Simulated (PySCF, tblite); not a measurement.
# C₃H₈F₂Si: geometry, infrared bands and NMR shifts

Aim: predict the infrared bands and NMR shifts of C₃H₈F₂Si (`CC[C@@H](F)[SiH2]F`).

The runs use tblite 0.8.0 and PySCF 2.14.0, with density-fitted response routines of our own; the level of theory stands in each step. All values are computed, except where a source is named. Atoms count from 0, in the outputs and in this text.

## 1. The starting structure

14 atoms, charge 0, multiplicity 1; geometry from: force field or distance geometry start.

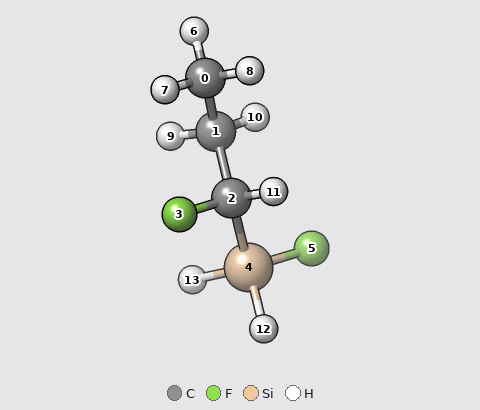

As it starts; carbon grey, fluorine green, silicon light orange, hydrogen white, atoms numbered; sticks join atoms by distance.

## 2. Relaxing the molecule with GFN2-xTB

Job settings and geometry (Å):

```
{"job": {"kind": "relax", "xc": "GFN2-xTB", "basis": "xTB"}, "charge": 0, "multiplicity": 1}
C     -2.038700    -0.179200     0.049800
C     -0.701800    -0.046900    -0.651100
C      0.459200    -0.001200     0.373500
F      0.439800    -1.162600     1.067800
Si     2.155000     0.226800    -0.347300
F      2.181900     1.628700    -1.144500
H     -2.850000    -0.210500    -0.695500
H     -2.092900    -1.084700     0.656300
H     -2.226700     0.676500     0.708700
H     -0.574300    -0.915400    -1.302500
H     -0.702700     0.846500    -1.270200
H      0.263400     0.802800     1.093300
H      3.195100     0.271900     0.714300
H      2.492100    -0.853100    -1.324500
```

Launch:

```console
$ OMP_NUM_THREADS=1 python probes_run.py task.json out
```

The driver reads the jobs from task.json and runs them one after another.

The log of the run:

```text
step      E/eV     max force
  0    -592.00629    2.034
  1    -592.10196    0.797
  2    -592.11834    0.183
  3    -592.12159    0.182
  4    -592.12560    0.203
  5    -592.12938    0.197
  6    -592.13225    0.133
  7    -592.13376    0.094
  8    -592.13469    0.074
  9    -592.13544    0.079
 10    -592.13603    0.062
 11    -592.13647    0.056
 12    -592.13684    0.058
 13    -592.13719    0.049
 14    -592.13749    0.047
 15    -592.13771    0.041
 16    -592.13788    0.036
 17    -592.13805    0.039
 18    -592.13825    0.050
 19    -592.13849    0.046
 20    -592.13878    0.042
 21    -592.13913    0.057
 22    -592.13951    0.064
 23    -592.13990    0.073
 24    -592.14023    0.055
 25    -592.14043    0.041
 26    -592.14053    0.021
 27    -592.14060    0.020
 28    -592.14068    0.029
 29    -592.14077    0.040
 30    -592.14085    0.031
 31    -592.14090    0.014
 32    -592.14093    0.012
 33    -592.14095    0.017
 34    -592.14098    0.020
 35    -592.14102    0.017
 36    -592.14105    0.015
 37    -592.14108    0.013
 38    -592.14110    0.010
 39    -592.14112    0.011
 40    -592.14114    0.012
 41    -592.14116    0.015
 42    -592.14119    0.017
 43    -592.14122    0.014
 44    -592.14125    0.016
 45    -592.14128    0.018
 46    -592.14133    0.020
 47    -592.14139    0.024
 48    -592.14144    0.017
 49    -592.14148    0.017
 50    -592.14152    0.021
 51    -592.14157    0.023
 52    -592.14163    0.026
 53    -592.14167    0.014
 54    -592.14170    0.013
 55    -592.14172    0.013
 56    -592.14175    0.020
 57    -592.14179    0.022
 58    -592.14182    0.013
 59    -592.14184    0.009
```

Run time: 0.29 s. Hardware: 1 thread of Arm Neoverse V1, shared host.

The steps of the relaxation: (not every step is listed)

```csv
step,energy from step 0 (eV),largest force (eV/Å)
0,0.0000,2.0344
1,-0.0957,0.7972
2,-0.1120,0.1831
3,-0.1153,0.1825
4,-0.1193,0.2025
5,-0.1231,0.1973
6,-0.1260,0.1334
7,-0.1275,0.0939
8,-0.1284,0.0741
12,-0.1305,0.0580
16,-0.1316,0.0360
20,-0.1325,0.0419
24,-0.1339,0.0548
28,-0.1344,0.0292
32,-0.1346,0.0119
36,-0.1348,0.0151
40,-0.1348,0.0123
44,-0.1350,0.0161
48,-0.1351,0.0165
52,-0.1353,0.0257
54,-0.1354,0.0127
55,-0.1354,0.0128
56,-0.1355,0.0202
57,-0.1355,0.0219
58,-0.1355,0.0127
59,-0.1355,0.0094
```

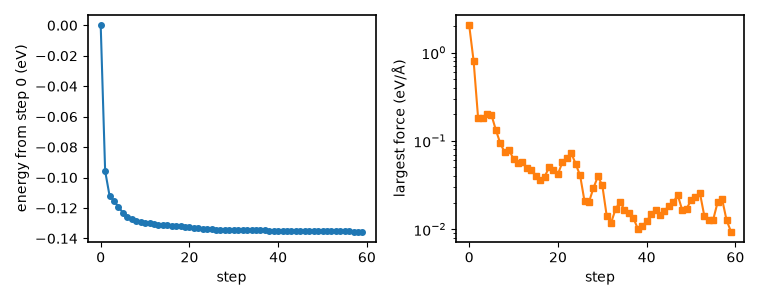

Energy and force, step by step.

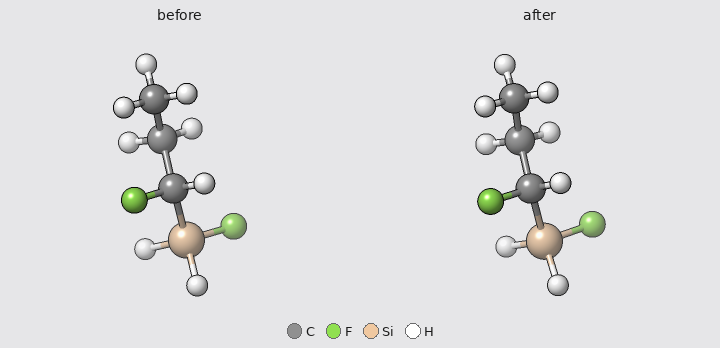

Before and after, at one scale.

Distances of close pairs at the start and the end, largest changes first:

```csv
bond,before (Å),after (Å),change (Å)
C2–Si4,1.857,1.918,+0.062
C2–F3,1.353,1.396,+0.043
Si4–H13,1.495,1.453,-0.042
Si4–H12,1.487,1.452,-0.035
C1–C2,1.549,1.526,-0.023
C0–H6,1.102,1.087,-0.015
C0–C1,1.515,1.525,+0.009
C0–H8,1.096,1.088,-0.008
```

The end geometry stands in the next job.

## 3. Infrared spectrum with GFN2-xTB

Job settings and geometry (Å):

```
{"job": {"kind": "ir", "xc": "GFN2-xTB", "basis": "xTB"}, "charge": 0, "multiplicity": 1}
C     -2.056388    -0.141776     0.032771
C     -0.682917    -0.083733    -0.626670
C      0.445622    -0.040193     0.399703
F      0.448603    -1.237366     1.118423
Si     2.187648     0.204632    -0.365082
F      2.114621     1.632947    -1.110701
H     -2.836012    -0.213423    -0.721535
H     -2.122833    -1.010636     0.683695
H     -2.233115     0.750935     0.629469
H     -0.545584    -0.962372    -1.260293
H     -0.603942     0.805831    -1.254527
H      0.224348     0.730853     1.150151
H      3.206105     0.334069     0.661414
H      2.453165    -0.770240    -1.408765
```

The log of the run:

```text
mode    cm-1     km/mol
  1      41.8      6.90
  2      80.6      0.57
  3     134.0      7.23
  4     200.9      8.59
  5     221.3      0.71
  6     273.9      1.47
  7     347.3      7.47
  8     413.6     24.76
  9     513.7     93.82
 10     547.1     18.31
 11     704.9    150.27
 12     724.7     14.75
 13     755.1    260.25
 14     810.3     39.18
 15     819.3    221.63
 16     951.5     15.19
 17     972.2     48.97
 18    1066.8      8.22
 19    1093.7     20.48
 20    1123.8      1.43
 21    1218.1      6.57
 22    1253.0      3.41
 23    1288.8      4.04
 24    1344.2      1.82
 25    1414.1      1.84
 26    1469.6      0.34
 27    1499.0      3.20
 28    1501.7      3.40
 29    2354.8    347.28
 30    2369.0    130.93
 31    2890.3     40.43
 32    2980.5     30.60
 33    2989.2     22.90
 34    3030.6     45.70
 35    3039.4     39.20
 36    3043.4     21.14
```

Run time: 0.34 s. Hardware: 1 thread of Arm Neoverse V1, shared host.

The strongest bands and the atoms that carry them (share of the mass-weighted mode):

```csv
cm⁻¹,km/mol,atoms
514,93.8,"H12 31 %, H13 26 %, Si4 18 %"
705,150.3,"H13 48 %, H12 41 %"
755,260.2,"H12 46 %, H13 44 %"
819,221.6,"F5 44 %, Si4 36 %"
972,49.0,"C2 32 %, H6 21 %, F3 18 %, C0 10 %"
2355,347.3,"H13 73 %, H12 23 %"
2369,130.9,"H12 74 %, H13 24 %"
3031,45.7,H8 88 %
```

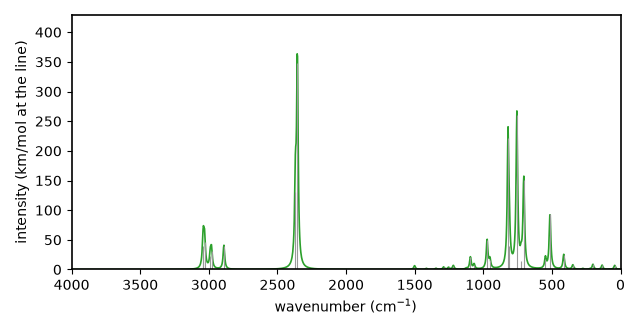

The infrared spectrum from these modes, unscaled. Lines are broadened to a width of 14 cm⁻¹ (Lorentzian).

## 4. Shielding tensors: PBE0/pcSseg-1

Settings changed since step 3:

```diff
@@ -1,2 +1,2 @@
-{"job": {"kind": "ir", "xc": "GFN2-xTB", "basis": "xTB"}, "charge": 0, "multiplicity": 1}
+{"job": {"kind": "nmr", "xc": "PBE0", "basis": "pcSseg-1"}, "charge": 0, "multiplicity": 1}
 C     -2.056388    -0.141776     0.032771
```

Method: GIAO PBE0/pcSseg-1 NMR shielding, non-relativistic, gas phase.

The log of the run:

```text
coarse grid: 12016 points
cycle   1  E = -607.7286663418  dE =  3.652e-01  |g| = 7.006e-01  |ddm| = 3.139e+00
cycle   2  E = -607.6467727671  dE =  8.189e-02  |g| = 1.035e+00  |ddm| = 1.216e+00
cycle   3  E = -607.8123652112  dE = -1.656e-01  |g| = 6.666e-02  |ddm| = 7.463e-01
cycle   4  E = -607.8130853501  dE = -7.201e-04  |g| = 3.191e-02  |ddm| = 7.391e-02
cycle   5  E = -607.8133130356  dE = -2.277e-04  |g| = 4.092e-03  |ddm| = 2.696e-02
cycle   6  E = -607.8133162023  dE = -3.167e-06  |g| = 7.343e-04  |ddm| = 3.643e-03
final grid: 111736 points
cycle   7  E = -607.8608937347  dE = -3.744e-05  |g| = 7.582e-03  |ddm| = 2.004e-02
cycle   8  E = -607.8608855963  dE =  8.138e-06  |g| = 9.915e-03  |ddm| = 1.299e-02
cycle   9  E = -607.8609074950  dE = -2.190e-05  |g| = 9.666e-04  |ddm| = 7.129e-03
cycle  10  E = -607.8609076287  dE = -1.337e-07  |g| = 2.678e-04  |ddm| = 7.607e-04
cycle  11  E = -607.8609076403  dE = -1.165e-08  |g| = 3.710e-05  |ddm| = 1.866e-04
cycle  12  E = -607.8609076406  dE = -2.553e-10  |g| = 9.910e-06  |ddm| = 4.491e-05
converged SCF energy = -607.8609076406

GIAO shielding tensors (ppm)
atom      isotropic    diamagn.    paramagn.     s11        s22        s33       span
  0 C      172.739     246.311     -73.573    153.641    176.713    187.863     34.222
  1 C      156.842     249.707     -92.865    149.321    152.920    168.286     18.966
  2 C       95.159     249.351    -154.191     56.497     76.817    152.165     95.668
  3 F      443.258     475.154     -31.895    390.428    440.431    498.916    108.488
  4 Si     352.847     877.353    -524.506    317.971    345.168    395.403     77.433
  5 F      404.972     469.141     -64.169    380.985    397.520    436.410     55.425
  6 H       30.440      28.435       2.005     25.597     27.918     37.805     12.208
  7 H       29.974      29.629       0.345     25.282     29.322     35.318     10.037
  8 H       30.853      29.777       1.077     26.781     28.490     37.288     10.508
  9 H       29.852      31.976      -2.124     25.328     29.406     34.824      9.496
 10 H       30.017      32.094      -2.077     24.564     30.239     35.249     10.686
 11 H       26.968      32.023      -5.055     24.434     26.691     29.779      5.345
 12 H       26.497      27.988      -1.491     23.258     24.869     31.364      8.106
 13 H       26.790      28.682      -1.892     23.961     25.321     31.089      7.128
```

It took 20 s on 1 thread of Arm Neoverse V1, shared host; peak memory 0.71 GiB.

The references, computed at this level on geometries of the same kind, shield at (ppm): 1H TMS 31.72, 13C TMS 186.9, 29Si TMS 349.2, 19F CFCl3 170.9. Their shielding less the atom's gives the shift. The references are single molecules in the gas phase, so shifts against H2O, NH3, PH3, H3PO4 or CFCl3 are not on the usual liquid scales and can be off by tens of ppm. Atoms listed in one row are averaged.

```csv
atoms,environment,σ (ppm),δ (ppm),δ scaled to CDCl3
C2,sp3 CH bonded to F and Si,95.2,91.8,87.6
C1,sp3 CH2,156.8,30.1,27.4
C0,methyl carbon,172.7,14.2,11.9
H12,"hydrogen on a silicon bonded to C, F",26.50,5.22,–
H13,"hydrogen on a silicon bonded to C, F",26.79,4.93,–
H11,hydrogen on an sp3 CH bonded to F and Si,26.97,4.75,4.58
H9,hydrogen on an sp3 CH2,29.85,1.86,1.86
H10,hydrogen on an sp3 CH2,30.02,1.70,1.71
"H6, H7, H8",hydrogen on a methyl carbon,30.42,1.29,1.33
F5,fluorine bonded to Si,405.0,-234.0,–
F3,fluorine on an sp3 carbon,443.3,-272.3,–
Si4,"silicon bonded to C, F, 2 H",352.8,-3.7,–
```

The scaled column applies a straight-line fit of computed shieldings to shifts measured in CDCl3, and one for carbons that bear F (root-mean-square error 0.16 ppm for H, 1.9 ppm for C).

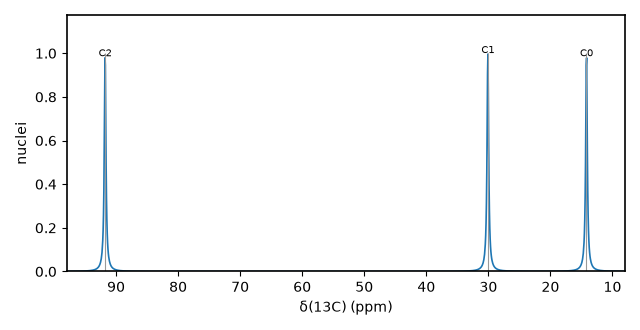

13C lines at the computed shifts, without couplings. Lines are broadened to a width of 0.31 ppm (Lorentzian).

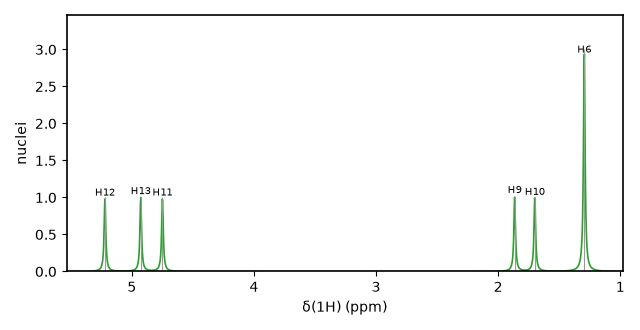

1H lines at the computed shifts, without couplings. Lines are broadened to a width of 0.02 ppm (Lorentzian).

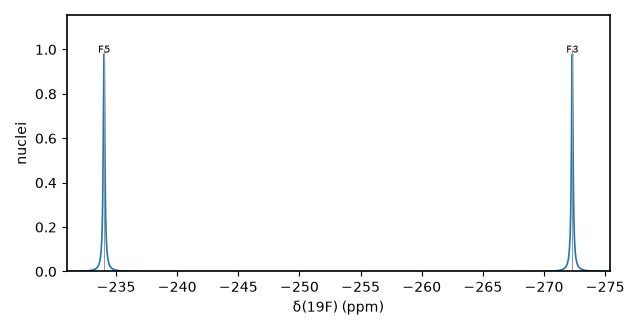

19F lines at the computed shifts, without couplings. Lines are broadened to a width of 0.15 ppm (Lorentzian).

The run also stored atomic charges by several schemes (e):

```csv
atoms,Mulliken,IAO,Hirshfeld,ESP fit
C0,-0.27,-0.42,-0.12,-0.33
C1,-0.30,-0.26,-0.08,0.21
C2,-0.11,-0.11,-0.02,-0.09
F3,-0.35,-0.34,-0.12,-0.24
Si4,0.95,1.09,0.43,0.60
F5,-0.43,-0.54,-0.21,-0.32
```

Hirshfeld charges:

C0 -0.12; C1 -0.08; C2 -0.02; F3 -0.12; Si4 0.43; F5 -0.21; H6 0.04; H7 0.04; H8 0.04; H9 0.04; H10 0.05; H11 0.04; H12 -0.07; H13 -0.07

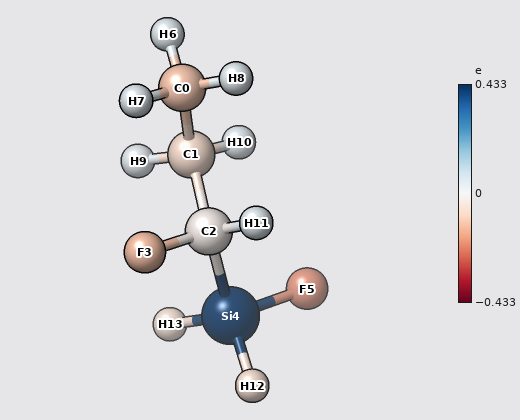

Hirshfeld charges, as colours on the atoms.

Mayer bond orders: C0–C1 1.05, C1–C2 1.01, C2–F3 0.82, C2–Si4 0.86, Si4–F5 0.91.

Orbitals, density, ELF and potential are computed afterwards from the orbital file.

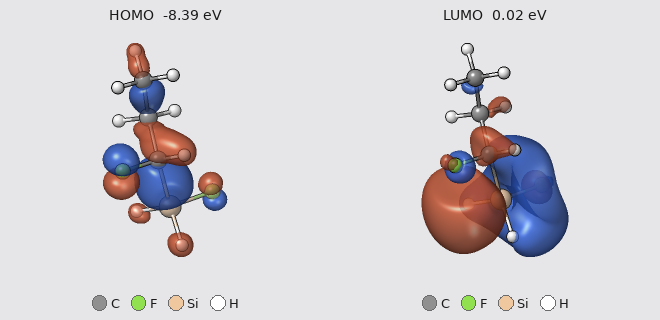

PBE0/pcSseg-1 orbitals near the gap, drawn at the value that encloses 70 % of each; the two colours are the two signs.

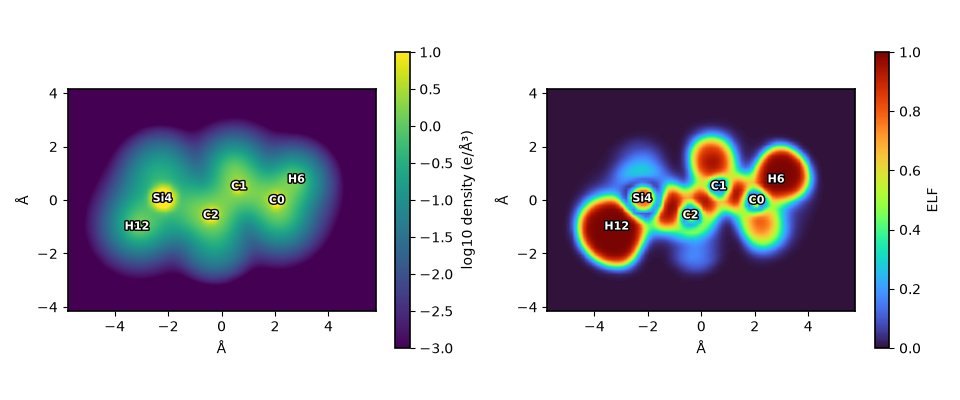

Density (left) and ELF (right) in a plane through or near 6 of the atoms.

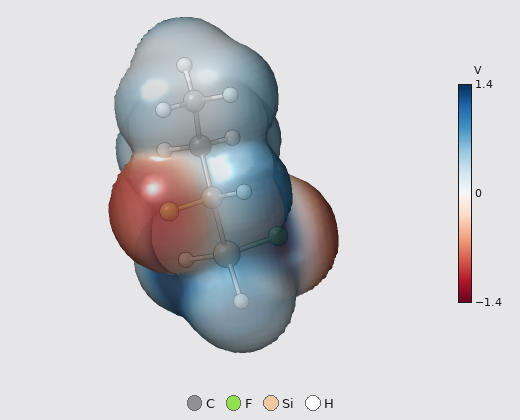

Electrostatic potential on the surface of density 0.002 e/bohr³; red is low, blue high. It runs from -0.96 V near F5 to 1.40 V near H12.

## 5. Outcome

```
                                                              quantity                                   value
                             strongest single infrared mode (GFN2-xTB)                   2355 cm⁻¹, 347 km/mol
                                          zero-point energy (GFN2-xTB)                           65.0 kcal/mol
                                13C shifts against TMS (PBE0/pcSseg-1)                    91.8, 30.1, 14.2 ppm
1H shifts against TMS (PBE0/pcSseg-1, means over atoms taken as alike)  5.22, 4.93, 4.75, 1.86, 1.70, 1.29 ppm
                              19F shifts against CFCl3 (PBE0/pcSseg-1)                      -234.0, -272.3 ppm
                               29Si shifts against TMS (PBE0/pcSseg-1)                                -3.7 ppm
                                 surface potential, least and greatest                      -0.96 V and 1.40 V
```

What this shows: Relaxing lowered the energy by 0.136 eV in 59 steps; the close pair that moved most is C2–Si4, from 1.857 to 1.918 Å. No mode is imaginary among the 36: a minimum at this level. The strongest single mode, at 2355 cm⁻¹, moves mainly H13. GFN2-xTB is a fitted tight-binding method: band positions and strengths are rough. Its intensities can rank the bands wrongly. At PBE0/pcSseg-1: Shielding is most anisotropic at F3 (span 108 ppm, paramagnetic term -32 ppm).
